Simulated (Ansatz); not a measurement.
The figure comes from a scan of NaI (rock salt): the crystal slips on the {110} plane by s times a lattice vector of 8.00 Å, no atom relaxing, γ being the energy change per area. All values below come from PBE (plane waves to 420 eV, PAW, scalar-relativistic; Ansatz, a program for electronic structure). k mesh 6×6×6 (Γ-centred), Fermi-Dirac smearing 0.05 eV. E is the zero-smearing estimate. As the smearing reaches across the gap at some points, the k mesh leaves noise in γ, roughly 0.02 J/m² as judged from a few cases. Faults lie only 6.9 Å apart, and holding the cell height and the atoms raises γ above its relaxed value. Left out: 3 of 12 points, with atoms too close for the PAW data. NaI was relaxed with its symmetry unable to fall. Spin-orbit coupling is left out, though I is heavy. γ is measured from zero shift.

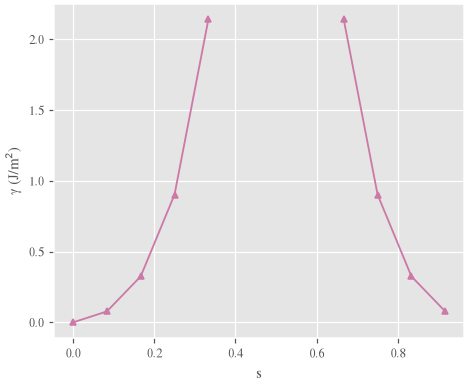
γ (J/m²) against s; markers are the computed points, lines only join them.

Question: Turn the plot into a table (rounded to what can be read).

Answer: To the nearest 0.05:

```json
[
 {"s": "0.000", "γ (J/m²)": "0.00"},
 {"s": "0.083", "γ (J/m²)": "0.10"},
 {"s": "0.167", "γ (J/m²)": "0.35"},
 {"s": "0.250", "γ (J/m²)": "0.90"},
 {"s": "0.333", "γ (J/m²)": "2.15"},
 {"s": "0.667", "γ (J/m²)": "2.15"},
 {"s": "0.750", "γ (J/m²)": "0.90"},
 {"s": "0.833", "γ (J/m²)": "0.35"},
 {"s": "0.917", "γ (J/m²)": "0.10"}
]
```

(The slope of γ gives the shear force per area between the displaced halves; near zero shift its curvature is an elastic stiffness.)
